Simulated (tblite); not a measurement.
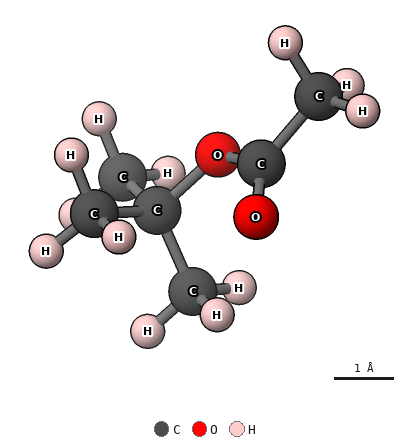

Fig. 1: The input geometry (ball-and-stick view, seen at a tilt).

**Run report: C6H12O2, geometry relaxation**

The run: geometry relaxation of C6H12O2, SMILES CC(=O)OC(C)(C)C. Method and program: GFN2-xTB geometry optimisation, gas phase (tblite 0.8.0).

**The program's output**
```
step      E/eV     max force
  0    -738.06793    0.851
  1    -738.09087    0.416
  2    -738.09890    0.262
  3    -738.09982    0.131
  4    -738.10019    0.126
  5    -738.10031    0.060
  6    -738.10036    0.027
  7    -738.10040    0.016
  8    -738.10041    0.015
  9    -738.10042    0.009
 10    -738.10043    0.005
 11    -738.10043    0.004
 12    -738.10043    0.004
 13    -738.10043    0.003
```

**Trajectory as extended XYZ (Å, eV, eV/Å), 11 of the 12 frames kept, from step=0 to step=13**
```
20
Properties=species:S:1:pos:R:3:forces:R:3 step=0 energy=-738.06793
C     2.9617   -0.2075   -0.0719    0.4140  -0.1610  -0.3010
C     1.5978    0.1846    0.4474    0.0290  -0.0200  -0.0390
O     1.4142    0.8304    1.4462    0.0030  -0.0020   0.0010
O     0.6542   -0.2801   -0.3664   -0.0020   0.0010   0.0060
C    -0.7543   -0.0332   -0.1202   -0.0040   0.0000   0.0010
C    -1.0389    1.4681   -0.1383    0.0000   0.0000  -0.0010
C    -1.1733   -0.6558    1.2111    0.0000   0.0000   0.0000
C    -1.4612   -0.7279   -1.2845   -0.0020  -0.0010   0.0000
H     3.1855    0.4089   -0.9739   -0.1000  -0.4890   0.6780
H     2.9533   -1.2802   -0.3694    0.0770   0.8200   0.2130
H     3.7172   -0.0158    0.7141   -0.4170  -0.1500  -0.5570
H    -2.1082    1.6373   -0.0479    0.0010   0.0020   0.0000
H    -0.6907    1.9038   -1.0726    0.0000  -0.0010   0.0000
H    -0.5331    1.9589    0.6885    0.0000   0.0010  -0.0010
H    -0.9189   -1.7136    1.2259    0.0000   0.0010   0.0000
H    -2.2467   -0.5500    1.3417    0.0010   0.0010   0.0000
H    -0.6673   -0.1611    2.0356    0.0010  -0.0010   0.0000
H    -1.1310   -0.3020   -2.2283    0.0000  -0.0010   0.0010
H    -2.5361   -0.6029   -1.1953   -0.0020   0.0000   0.0000
H    -1.2255   -1.7888   -1.2839    0.0000   0.0010   0.0000
20
Properties=species:S:1:pos:R:3:forces:R:3 step=1 energy=-738.09087
C     2.9676   -0.2098   -0.0762   -0.0290   0.0160   0.0020
C     1.5982    0.1844    0.4469    0.0850  -0.0140  -0.0280
O     1.4142    0.8304    1.4462    0.0370  -0.0440  -0.0610
O     0.6542   -0.2801   -0.3663    0.0210  -0.0010   0.0030
C    -0.7544   -0.0332   -0.1202   -0.0040   0.0010   0.0030
C    -1.0389    1.4681   -0.1383    0.0000  -0.0010   0.0000
C    -1.1733   -0.6558    1.2111    0.0000   0.0000   0.0000
C    -1.4612   -0.7279   -1.2845   -0.0010   0.0000   0.0000
H     3.1841    0.4019   -0.9642   -0.0060  -0.2570   0.3250
H     2.9544   -1.2685   -0.3664    0.0810   0.3980   0.0900
H     3.7112   -0.0180    0.7062   -0.1860  -0.0990  -0.3330
H    -2.1082    1.6373   -0.0479    0.0010   0.0020   0.0000
H    -0.6907    1.9038   -1.0726    0.0000  -0.0010   0.0000
H    -0.5331    1.9589    0.6885    0.0000   0.0010  -0.0010
H    -0.9189   -1.7136    1.2259    0.0010   0.0010   0.0000
H    -2.2467   -0.5500    1.3417    0.0010   0.0010   0.0000
H    -0.6673   -0.1612    2.0356    0.0010  -0.0010   0.0000
H    -1.1310   -0.3020   -2.2283    0.0000   0.0000   0.0000
H    -2.5361   -0.6029   -1.1953   -0.0010   0.0000   0.0000
H    -1.2255   -1.7888   -1.2839   -0.0010   0.0000   0.0000
20
Properties=species:S:1:pos:R:3:forces:R:3 step=2 energy=-738.09890
C     2.9677   -0.2097   -0.0768   -0.2190   0.0730   0.1230
C     1.6004    0.1840    0.4461   -0.0020  -0.0250  -0.0480
O     1.4152    0.8293    1.4447    0.0380  -0.0020   0.0020
O     0.6547   -0.2801   -0.3662    0.0150  -0.0090  -0.0130
C    -0.7545   -0.0332   -0.1201    0.0160   0.0000   0.0020
C    -1.0389    1.4681   -0.1383    0.0010   0.0000   0.0000
C    -1.1733   -0.6558    1.2111    0.0010   0.0000   0.0010
C    -1.4612   -0.7279   -1.2845    0.0020   0.0000   0.0010
H     3.1837    0.3944   -0.9546    0.0530  -0.0260   0.0030
H     2.9566   -1.2569   -0.3637    0.0550   0.0170  -0.0090
H     3.7057   -0.0208    0.6967    0.0390  -0.0280  -0.0630
H    -2.1082    1.6374   -0.0479    0.0010   0.0010   0.0000
H    -0.6907    1.9038   -1.0726    0.0000  -0.0010   0.0000
H    -0.5331    1.9590    0.6885    0.0000   0.0000  -0.0010
H    -0.9189   -1.7136    1.2259    0.0000   0.0000  -0.0010
H    -2.2466   -0.5500    1.3417    0.0000   0.0010   0.0000
H    -0.6673   -0.1612    2.0356    0.0010  -0.0010   0.0000
H    -1.1310   -0.3020   -2.2283    0.0000   0.0000   0.0000
H    -2.5362   -0.6029   -1.1953    0.0000   0.0000   0.0010
H    -1.2255   -1.7888   -1.2839    0.0000   0.0000   0.0000
20
Properties=species:S:1:pos:R:3:forces:R:3 step=3 energy=-738.09982
C     2.9647   -0.2087   -0.0752   -0.1130   0.0350   0.0560
C     1.6005    0.1836    0.4453   -0.0510   0.0270   0.0360
O     1.4158    0.8292    1.4446    0.0290  -0.0220  -0.0300
O     0.6550   -0.2802   -0.3664   -0.0100  -0.0130  -0.0220
C    -0.7543   -0.0332   -0.1200    0.0110  -0.0010  -0.0010
C    -1.0389    1.4681   -0.1383    0.0030  -0.0010   0.0000
C    -1.1733   -0.6558    1.2111    0.0030   0.0000   0.0000
C    -1.4612   -0.7279   -1.2845    0.0020   0.0010   0.0020
H     3.1844    0.3933   -0.9536    0.0400  -0.0100  -0.0070
H     2.9576   -1.2553   -0.3635    0.0380  -0.0020  -0.0100
H     3.7057   -0.0215    0.6948    0.0430  -0.0150  -0.0260
H    -2.1082    1.6374   -0.0479    0.0010   0.0000   0.0000
H    -0.6907    1.9037   -1.0726    0.0000  -0.0010   0.0000
H    -0.5331    1.9590    0.6885    0.0010   0.0010   0.0000
H    -0.9188   -1.7136    1.2259    0.0000   0.0000   0.0000
H    -2.2466   -0.5500    1.3417    0.0010   0.0010   0.0000
H    -0.6673   -0.1612    2.0356    0.0020   0.0000   0.0000
H    -1.1310   -0.3021   -2.2283    0.0000   0.0000   0.0000
H    -2.5362   -0.6029   -1.1953    0.0010   0.0000   0.0010
H    -1.2255   -1.7888   -1.2839    0.0000   0.0000   0.0000
20
Properties=species:S:1:pos:R:3:forces:R:3 step=4 energy=-738.10019
C     2.9610   -0.2076   -0.0734    0.0180  -0.0060  -0.0140
C     1.5993    0.1841    0.4458   -0.0320  -0.0470  -0.0730
O     1.4168    0.8286    1.4439   -0.0270   0.0670   0.1030
O     0.6548   -0.2806   -0.3670   -0.0250   0.0000  -0.0040
C    -0.7539   -0.0332   -0.1200   -0.0020  -0.0050  -0.0080
C    -1.0388    1.4681   -0.1383    0.0030  -0.0010   0.0000
C    -1.1732   -0.6558    1.2111    0.0040   0.0010  -0.0010
C    -1.4611   -0.7278   -1.2844   -0.0020   0.0010   0.0010
H     3.1856    0.3921   -0.9527    0.0160  -0.0020   0.0000
H     2.9590   -1.2540   -0.3635    0.0130  -0.0030  -0.0030
H     3.7064   -0.0222    0.6929    0.0240  -0.0040  -0.0030
H    -2.1082    1.6374   -0.0479    0.0030  -0.0010   0.0000
H    -0.6907    1.9037   -1.0726    0.0010   0.0000  -0.0010
H    -0.5331    1.9590    0.6885    0.0010   0.0020   0.0000
H    -0.9188   -1.7136    1.2259    0.0010  -0.0010   0.0000
H    -2.2466   -0.5500    1.3417    0.0030   0.0010  -0.0010
H    -0.6672   -0.1612    2.0356    0.0020   0.0000   0.0020
H    -1.1310   -0.3021   -2.2283    0.0000   0.0000   0.0010
H    -2.5362   -0.6029   -1.1952    0.0020   0.0000   0.0010
H    -1.2255   -1.7888   -1.2839    0.0000   0.0000   0.0000
20
Properties=species:S:1:pos:R:3:forces:R:3 step=7 energy=-738.10040
C     2.9611   -0.2076   -0.0735   -0.0050   0.0020   0.0040
C     1.5974    0.1842    0.4459    0.0090  -0.0020  -0.0030
O     1.4158    0.8295    1.4453   -0.0160   0.0010   0.0000
O     0.6536   -0.2806   -0.3672    0.0030   0.0050   0.0070
C    -0.7544   -0.0334   -0.1203   -0.0050   0.0010   0.0020
C    -1.0387    1.4680   -0.1383   -0.0010   0.0010  -0.0010
C    -1.1731   -0.6558    1.2111   -0.0010  -0.0010   0.0010
C    -1.4613   -0.7279   -1.2845   -0.0040  -0.0010  -0.0020
H     3.1868    0.3918   -0.9527    0.0080   0.0000   0.0000
H     2.9601   -1.2541   -0.3637    0.0060  -0.0010  -0.0010
H     3.7077   -0.0226    0.6923    0.0070  -0.0030  -0.0050
H    -2.1079    1.6373   -0.0479    0.0000   0.0010   0.0000
H    -0.6906    1.9037   -1.0726    0.0010  -0.0010   0.0000
H    -0.5329    1.9590    0.6885    0.0010  -0.0010  -0.0010
H    -0.9188   -1.7136    1.2259    0.0010   0.0000   0.0000
H    -2.2464   -0.5499    1.3417    0.0010   0.0000   0.0010
H    -0.6671   -0.1612    2.0356    0.0020  -0.0010  -0.0010
H    -1.1311   -0.3021   -2.2282   -0.0010   0.0000   0.0000
H    -2.5361   -0.6029   -1.1952   -0.0040   0.0000   0.0000
H    -1.2256   -1.7888   -1.2839   -0.0010  -0.0010   0.0000
20
Properties=species:S:1:pos:R:3:forces:R:3 step=8 energy=-738.10041
C     2.9611   -0.2076   -0.0735   -0.0040   0.0030   0.0040
C     1.5972    0.1843    0.4460    0.0120  -0.0050  -0.0070
O     1.4153    0.8296    1.4454   -0.0120   0.0010   0.0010
O     0.6534   -0.2806   -0.3671    0.0060   0.0030   0.0050
C    -0.7546   -0.0334   -0.1203   -0.0010   0.0020   0.0020
C    -1.0387    1.4680   -0.1383   -0.0020   0.0010   0.0000
C    -1.1730   -0.6558    1.2111   -0.0020  -0.0010   0.0010
C    -1.4614   -0.7279   -1.2845   -0.0030   0.0000  -0.0010
H     3.1872    0.3918   -0.9526    0.0050   0.0010   0.0000
H     2.9604   -1.2541   -0.3638    0.0030   0.0000  -0.0010
H     3.7080   -0.0228    0.6920    0.0040  -0.0020  -0.0020
H    -2.1079    1.6374   -0.0479   -0.0010   0.0020   0.0000
H    -0.6906    1.9037   -1.0726    0.0010  -0.0010   0.0000
H    -0.5329    1.9590    0.6885    0.0010  -0.0010  -0.0010
H    -0.9188   -1.7136    1.2259    0.0010   0.0000  -0.0010
H    -2.2463   -0.5499    1.3417   -0.0010   0.0000   0.0020
H    -0.6670   -0.1613    2.0356    0.0010  -0.0010  -0.0020
H    -1.1311   -0.3021   -2.2282   -0.0010   0.0000  -0.0010
H    -2.5362   -0.6029   -1.1952   -0.0050  -0.0010  -0.0010
H    -1.2256   -1.7888   -1.2839   -0.0010  -0.0010   0.0000
20
Properties=species:S:1:pos:R:3:forces:R:3 step=9 energy=-738.10042
C     2.9610   -0.2075   -0.0734    0.0000   0.0020   0.0030
C     1.5972    0.1843    0.4462    0.0070  -0.0030  -0.0050
O     1.4147    0.8296    1.4454   -0.0050   0.0000   0.0010
O     0.6534   -0.2804   -0.3670    0.0060   0.0000   0.0000
C    -0.7548   -0.0334   -0.1203    0.0030   0.0010   0.0010
C    -1.0387    1.4680   -0.1384   -0.0020   0.0010   0.0000
C    -1.1731   -0.6558    1.2111   -0.0020   0.0000   0.0010
C    -1.4616   -0.7280   -1.2846   -0.0010   0.0010   0.0010
H     3.1876    0.3917   -0.9525    0.0010   0.0010   0.0010
H     2.9608   -1.2540   -0.3638    0.0000   0.0010   0.0000
H     3.7084   -0.0230    0.6917    0.0030  -0.0010   0.0010
H    -2.1079    1.6374   -0.0479   -0.0030   0.0030   0.0000
H    -0.6905    1.9036   -1.0727    0.0000  -0.0010   0.0000
H    -0.5328    1.9590    0.6884    0.0010  -0.0010  -0.0010
H    -0.9187   -1.7136    1.2258    0.0000   0.0000  -0.0010
H    -2.2463   -0.5499    1.3417   -0.0030   0.0000   0.0030
H    -0.6669   -0.1613    2.0355    0.0010   0.0000  -0.0020
H    -1.1311   -0.3021   -2.2282   -0.0020   0.0000   0.0000
H    -2.5364   -0.6029   -1.1952   -0.0040  -0.0010  -0.0020
H    -1.2257   -1.7888   -1.2839   -0.0020   0.0000   0.0000
20
Properties=species:S:1:pos:R:3:forces:R:3 step=10 energy=-738.10043
C     2.9611   -0.2075   -0.0733    0.0030   0.0010   0.0010
C     1.5973    0.1843    0.4462    0.0010  -0.0010  -0.0020
O     1.4143    0.8296    1.4454   -0.0010  -0.0010   0.0000
O     0.6534   -0.2804   -0.3669    0.0030  -0.0020  -0.0030
C    -0.7548   -0.0333   -0.1203    0.0030   0.0000   0.0000
C    -1.0387    1.4680   -0.1384   -0.0010   0.0000   0.0000
C    -1.1731   -0.6559    1.2111   -0.0010   0.0000   0.0000
C    -1.4617   -0.7280   -1.2846   -0.0010   0.0010   0.0020
H     3.1878    0.3917   -0.9525    0.0010   0.0010   0.0010
H     2.9609   -1.2540   -0.3639   -0.0010   0.0020   0.0010
H     3.7086   -0.0230    0.6916    0.0020   0.0000   0.0020
H    -2.1079    1.6375   -0.0478   -0.0020   0.0030   0.0000
H    -0.6905    1.9036   -1.0727    0.0000  -0.0010   0.0000
H    -0.5328    1.9589    0.6884    0.0010  -0.0010  -0.0010
H    -0.9187   -1.7136    1.2258    0.0000   0.0000  -0.0010
H    -2.2463   -0.5498    1.3418   -0.0020   0.0000   0.0030
H    -0.6668   -0.1613    2.0355    0.0010   0.0000  -0.0010
H    -1.1312   -0.3021   -2.2282   -0.0020  -0.0010   0.0000
H    -2.5366   -0.6029   -1.1952   -0.0020  -0.0010  -0.0010
H    -1.2257   -1.7888   -1.2839   -0.0020   0.0000   0.0000
20
Properties=species:S:1:pos:R:3:forces:R:3 step=11 energy=-738.10043
C     2.9612   -0.2074   -0.0733    0.0030   0.0010   0.0000
C     1.5974    0.1843    0.4461   -0.0020   0.0010   0.0010
O     1.4141    0.8296    1.4454    0.0020  -0.0020  -0.0010
O     0.6536   -0.2804   -0.3669    0.0000  -0.0020  -0.0040
C    -0.7548   -0.0333   -0.1202    0.0010  -0.0010  -0.0010
C    -1.0388    1.4681   -0.1384    0.0000   0.0000   0.0000
C    -1.1732   -0.6559    1.2112    0.0000   0.0000   0.0000
C    -1.4618   -0.7280   -1.2845    0.0000   0.0010   0.0010
H     3.1879    0.3917   -0.9525    0.0000   0.0010   0.0020
H     2.9609   -1.2540   -0.3639   -0.0010   0.0020   0.0010
H     3.7088   -0.0231    0.6916    0.0020   0.0000   0.0020
H    -2.1080    1.6376   -0.0478   -0.0010   0.0020   0.0000
H    -0.6905    1.9036   -1.0727    0.0000  -0.0010   0.0000
H    -0.5328    1.9589    0.6883    0.0000   0.0000  -0.0010
H    -0.9187   -1.7136    1.2258    0.0000   0.0000  -0.0010
H    -2.2464   -0.5499    1.3419   -0.0010   0.0000   0.0020
H    -0.6668   -0.1613    2.0354    0.0010   0.0000   0.0000
H    -1.1312   -0.3021   -2.2282   -0.0020  -0.0010   0.0010
H    -2.5367   -0.6029   -1.1953    0.0000  -0.0010  -0.0010
H    -1.2258   -1.7888   -1.2839   -0.0020   0.0010   0.0000
20
Properties=species:S:1:pos:R:3:forces:R:3 step=13 energy=-738.10043
C     2.9614   -0.2073   -0.0731    0.0010   0.0000   0.0000
C     1.5975    0.1843    0.4461   -0.0020   0.0000   0.0000
O     1.4139    0.8294    1.4453    0.0020  -0.0010  -0.0010
O     0.6537   -0.2805   -0.3672   -0.0030   0.0000  -0.0010
C    -0.7547   -0.0333   -0.1203   -0.0020  -0.0010  -0.0010
C    -1.0389    1.4681   -0.1384    0.0010  -0.0010   0.0000
C    -1.1732   -0.6559    1.2111    0.0010   0.0000  -0.0010
C    -1.4619   -0.7279   -1.2844   -0.0010  -0.0010  -0.0010
H     3.1881    0.3919   -0.9523    0.0010   0.0010   0.0020
H     2.9610   -1.2538   -0.3638    0.0000   0.0010   0.0000
H     3.7091   -0.0232    0.6918    0.0000   0.0000   0.0020
H    -2.1081    1.6379   -0.0478    0.0020   0.0000   0.0000
H    -0.6905    1.9035   -1.0727   -0.0010   0.0000   0.0000
H    -0.5327    1.9588    0.6883    0.0000   0.0000   0.0000
H    -0.9187   -1.7136    1.2257   -0.0010   0.0000   0.0000
H    -2.2465   -0.5499    1.3421    0.0020   0.0000   0.0010
H    -0.6667   -0.1614    2.0354    0.0000   0.0000   0.0000
H    -1.1315   -0.3022   -2.2282   -0.0010   0.0000   0.0000
H    -2.5369   -0.6030   -1.1954    0.0010   0.0000   0.0010
H    -1.2260   -1.7888   -1.2839   -0.0020   0.0000   0.0000
```

The run was set up as follows.

**Input**
```
{"job": {"xc": "GFN2-xTB", "basis": "xTB", "kind": "relax"}, "charge": 0, "multiplicity": 1}
C      2.961700    -0.207500    -0.071900
C      1.597800     0.184600     0.447400
O      1.414200     0.830400     1.446200
O      0.654200    -0.280100    -0.366400
C     -0.754300    -0.033200    -0.120200
C     -1.038900     1.468100    -0.138300
C     -1.173300    -0.655800     1.211100
C     -1.461200    -0.727900    -1.284500
H      3.185500     0.408900    -0.973900
H      2.953300    -1.280200    -0.369400
H      3.717200    -0.015800     0.714100
H     -2.108200     1.637300    -0.047900
H     -0.690700     1.903800    -1.072600
H     -0.533100     1.958900     0.688500
H     -0.918900    -1.713600     1.225900
H     -2.246700    -0.550000     1.341700
H     -0.667300    -0.161100     2.035600
H     -1.131000    -0.302000    -2.228300
H     -2.536100    -0.602900    -1.195300
H     -1.225500    -1.788800    -1.283900
```

The first line tells a small driver script what to run in tblite; the rest is the geometry in Å.

Launch command:
```bash
OMP_NUM_THREADS=1 python <driver script> task.json out
```

**Key numbers**

- outcome: converged
- total energy: −738.1004 eV
- hardware: 1 CPU thread, shared host
- peak memory: 0.18 GiB
